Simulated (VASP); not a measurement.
Band structure of P (black). All values below come from revPBE GGA, VASP's PBE PAW potentials (set 64) (plane waves; VASP).

Without a dispersion term in the relaxation, distances and binding between the weakly bound layers, chains or molecules are unreliable, and so is what depends on them.

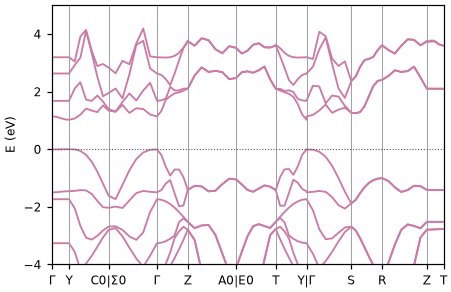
Fig. 1. Bands along high-symmetry lines, zero at the valence-band maximum or, without a gap, the Fermi level

Question: Read the plot: is there a gap, and where are the band edges?

Answer: The gap is direct, 1.02 eV, from the valence maximum at Y to the conduction minimum at Y. (Edges off the drawn lines would not show.)

Measured: gap 0.35 eV (computed value off by +0.67 eV), as given by Das et al., (2018), arXiv:1807.05623.

The compound is P in the black structure. It was relaxed first, which changed the volume by +80 %.
